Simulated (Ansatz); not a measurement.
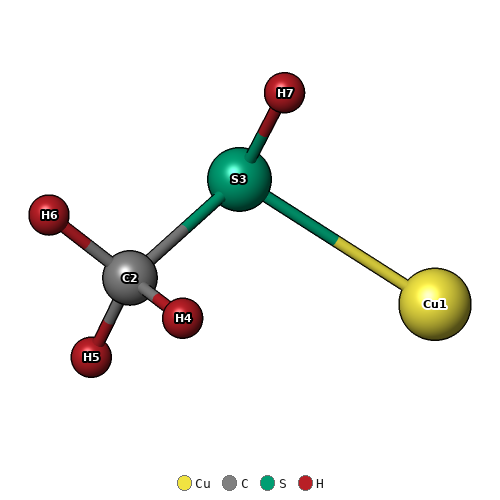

The system is CH₄CuS, charge +1; the picture shows the reference structure. The turn is about an axis along (−1.00, −0.00, 0.07) in the frame of the relaxed pair, normal to the line between the partners. First axis: distance S3···Cu1. Second axis: turn of Cu1 about S3. Grid: 15 × 15 points. At 14 points there is no value (left out of the scan, as a rule where atoms come close). Energies are in kJ/mol, from the ion and the molecule far apart, frozen as in the relaxed pair, each in its own basis (no counterpoise correction). The calculation used RHF/def2-SVPD in Ansatz 0.2.0.

Its coordinates:

```xyz
7

Cu   -0.3174    2.2714   -1.4526
C    -0.1413   -0.8271    0.0697
S    -0.1788    0.9428    0.5323
H     0.6032   -1.0208   -0.6955
H    -1.1341   -1.0747   -0.2966
H     0.0668   -1.4058    0.9643
H     1.1016    1.1141    0.8784
```

Range: distance S3···Cu1 from 2.010 to 4.610 Å; turn of Cu1 about S3 from −90.0 to 90.0°.

What landscape does the calculation give?

Answer. The lowest grid point is at distance S3···Cu1 = 2.460 Å, turn of Cu1 about S3 = 0.0°, −148 kJ/mol from the ion and the molecule far apart, frozen as in the relaxed pair, each in its own basis (no counterpoise correction). It is the only kind of minimum in the scanned range. The highest grid point, distance S3···Cu1 = 2.010 Å, turn of Cu1 about S3 = 64.3°, lies 710 kJ/mol above the lowest. Round the minimum the two coordinates are nearly uncoupled.

| turn of Cu1 about S3 ↓, distance S3···Cu1 → | 2.010 | 2.074 | 2.180 | 2.311 | 2.460 | 2.625 | 2.804 | 2.995 | 3.197 | 3.410 | 3.633 | 3.865 | 4.105 | 4.353 | 4.610 |
| --- | --- | --- | --- | --- | --- | --- | --- | --- | --- | --- | --- | --- | --- | --- | --- |
| 90.0 | – | – | – | – | – | – | – | – | 452 | 172 | 43 | −8 | −21 | −20 | −14 |
| 77.1 | – | – | – | – | – | – | 467 | 236 | 94 | 18 | −15 | −24 | −23 | −17 | −12 |
| 64.3 | 563 | 482 | 368 | 255 | 157 | 79 | 24 | −10 | −27 | −32 | −30 | −25 | −20 | −14 | −10 |
| 51.4 | 106 | 67 | 19 | −20 | −45 | −57 | −60 | −57 | −50 | −42 | −34 | −27 | −21 | −16 | −12 |
| 38.6 | −6 | −35 | −67 | −89 | −97 | −96 | −88 | −77 | −65 | −53 | −43 | −35 | −27 | −21 | −17 |
| 25.7 | −52 | −78 | −106 | −122 | −126 | −120 | −108 | −94 | −79 | −66 | −54 | −43 | −35 | −28 | −22 |
| 12.9 | −77 | −101 | −127 | −141 | −142 | −135 | −121 | −105 | −89 | −75 | −61 | −50 | −41 | −33 | −27 |
| 0.0 | −86 | −109 | −134 | −147 | −148 | −139 | −126 | −110 | −93 | −78 | −65 | −53 | −44 | −36 | −30 |
| −12.9 | −82 | −105 | −129 | −142 | −143 | −135 | −122 | −107 | −91 | −77 | −64 | −53 | −44 | −36 | −30 |
| −25.7 | −68 | −91 | −115 | −128 | −130 | −124 | −112 | −98 | −84 | −71 | −60 | −50 | −41 | −35 | −29 |
| −38.6 | −50 | −72 | −96 | −110 | −113 | −108 | −98 | −86 | −74 | −63 | −53 | −45 | −37 | −31 | −27 |
| −51.4 | −31 | −53 | −77 | −91 | −95 | −92 | −84 | −74 | −64 | −54 | −46 | −39 | −33 | −28 | −24 |
| −64.3 | −15 | −37 | −61 | −76 | −81 | −79 | −72 | −64 | −56 | −48 | −40 | −34 | −29 | −25 | −22 |
| −77.1 | −8 | −30 | −54 | −70 | −75 | −74 | −68 | −60 | −52 | −45 | −38 | −32 | −28 | −24 | −20 |
| −90.0 | −9 | −32 | −57 | −73 | −78 | −77 | −71 | −62 | −54 | −46 | −39 | −33 | −28 | −24 | −20 |

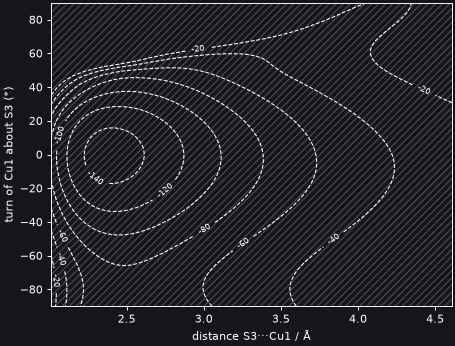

Drawn: contour lines labelled in kJ/mol (none above −20), hatched blanks where no value was computed. Between grid points the surface is interpolated.

Each point was launched as `ansatz run input.yaml --threads 1 --pin off --max-ram 2560MiB --backend cpu --events-out ev --progress --plain --runs-dir out`. The whole map (211 points run) took 20 min on 1 thread of Arm Neoverse N1 (shared host).
